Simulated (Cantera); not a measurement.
A closed system holds: 1 mol CuO, 2.3 mol CO, a varied amount of N2, at 2075 K and 64.0 mbar.

Method: chemical equilibrium by Gibbs-energy minimisation in Cantera with the NASA 1993 tables (ideal gas, pure condensed phases). Candidate condensed phases: C, Cu, CuO, Cu2O; 27 gas species. Rates play no part.

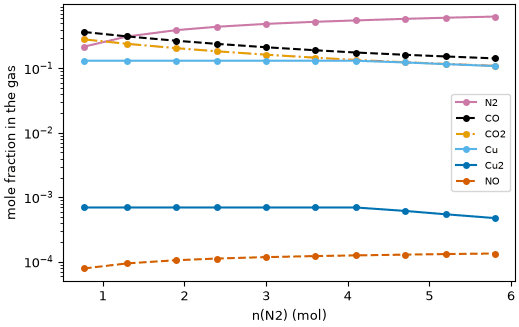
Figure. Equilibrium gas composition (values under 1e-9 drawn at 1e-9)

Read off the mole fractions at 1.3 mol N2.

CO about 0.31, N2 about 0.31, CO2 about 0.24, Cu about 0.13, Cu2 about 0.00069, NO about 9.4e-5.
